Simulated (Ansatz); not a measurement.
CF$_{2}$Si$_{2}$ (triplet)

Input file:

```
crystal:
  periodic: [false, false, false]
  atoms:
    - {symbol: C, position_ang: [-1.555343, -1.263453, 0.084504]}
    - {symbol: F, position_ang: [-2.670802, 0.362349, -1.927859]}
    - {symbol: F, position_ang: [-1.935228, -2.051446, -2.593538]}
    - {symbol: Si, position_ang: [-2.608377, -1.172941, -1.407338]}
    - {symbol: Si, position_ang: [-0.726131, -1.422126, 1.574311]}
basis:
  gaussian: {orbitals: def2-TZVPD}
output: {forces: true, orbitals: {seedname: orbitals}}
magnetization: {spin_polarized: true, initial_magnetization: 2}
hamiltonian: {xc: pbe0}
```

Command:

```sh
ansatz run input.yaml --threads 1 --pin off --max-ram 2610MiB --events-out events.jsonl --progress --plain --runs-dir runs
```

Geometry: PBE0-D3(BJ)/def2-SVP.

These are results of isolated molecule in a Gaussian basis; Kohn-Sham density functional theory, functional PBE0 (Ansatz 0.2.0), not measurements.

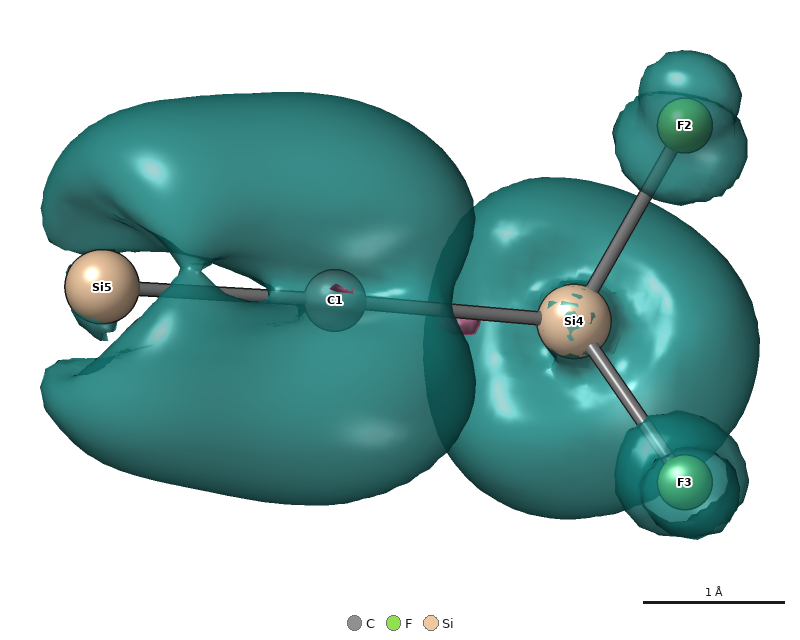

Figure 1. Isosurfaces of the spin density at +0.03 (teal) and −0.03 e/Å³ (pink), seen at a tilt.

Q: Which atoms carry the spin?

A: The unpaired spin (2 electrons) lies mostly on Si4 (about 0.8), C1 (about 0.7) and Si5 (about 0.4), in electrons by Hirshfeld's partition.

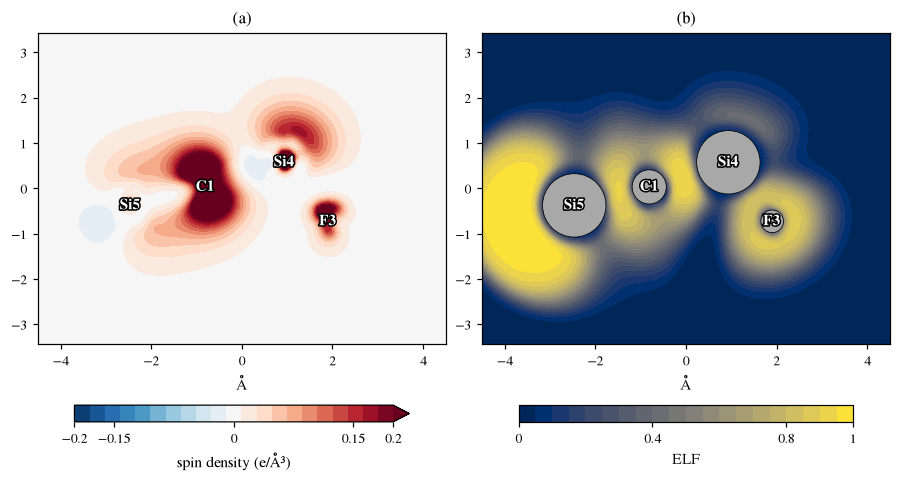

Figure 2. (a) spin density; (b) ELF on the plane of atoms C1, Si4 and F3. Grey discs cover the atomic cores in the ELF map.

Q: Interpret the plot.

A: Atoms in the plane: C, F and Si. Si–F (1.62 Å): the ELF peaks at about 0.85 in the valence shell of F, 0.6 Å from its nucleus, and is about 0.55 at the midpoint. C–Si (1.71 Å): the ELF peaks at about 0.90 between the atoms: a covalent bond. C–Si (1.83 Å): the ELF peaks at about 0.95 between the atoms (a covalent bond). The ELF also peaks beside F3 and Si5, away from the bonds: non-bonding electrons, paired or unpaired.

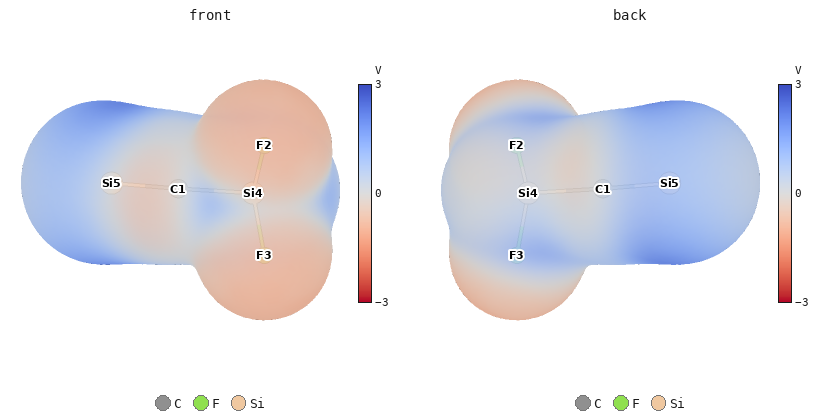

Figure 3. The molecular electrostatic potential painted on the density surface at 0.002 e/bohr³, seen from the front and from behind; red is negative and blue positive.

Q: Describe the electrostatic potential map.

A: The most negative region (about −0.9 V) lies over F2 and F3, the most positive (about +2.0 V) over Si5.

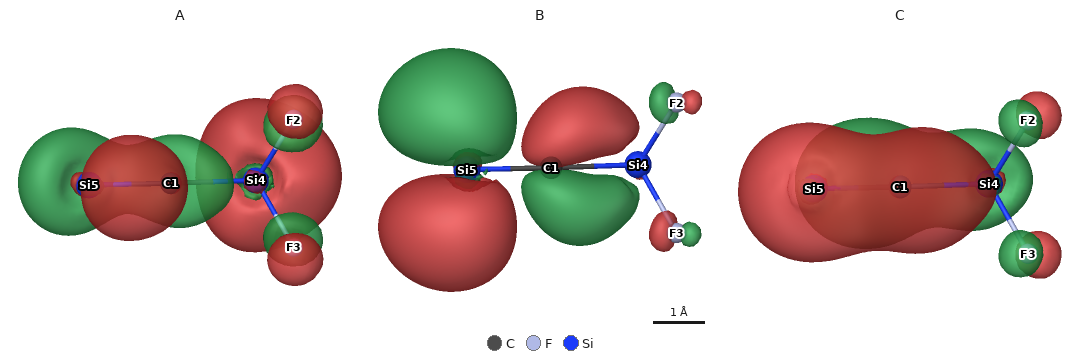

Figure 4. Three frontier orbitals at ±0.08 Å⁻³ᐟ² (green and red are the two phases), in no order.

Q: Which picture is the HOMO−1, the HOMO and the LUMO? All are α orbitals.

A: C is the HOMO−1 (α) (−8.02 eV). Its weight (Hirshfeld) is mainly on C1 (about 45 %), Si5 (about 35 %) and Si4 (about 15 %). A is the HOMO (α) (−6.47 eV). By Hirshfeld shares it lies mainly on Si4 (about 55 %), Si5 (about 15 %) and C1 (about 15 %). B is the LUMO (α) (−2.65 eV). Its weight (Hirshfeld) is mainly on Si5 (about 75 %), C1 (about 15 %) and Si4 (about 10 %).

Q: What is the gap between the highest occupied and lowest empty α orbitals?

A: 3.82 eV between the orbital energies.
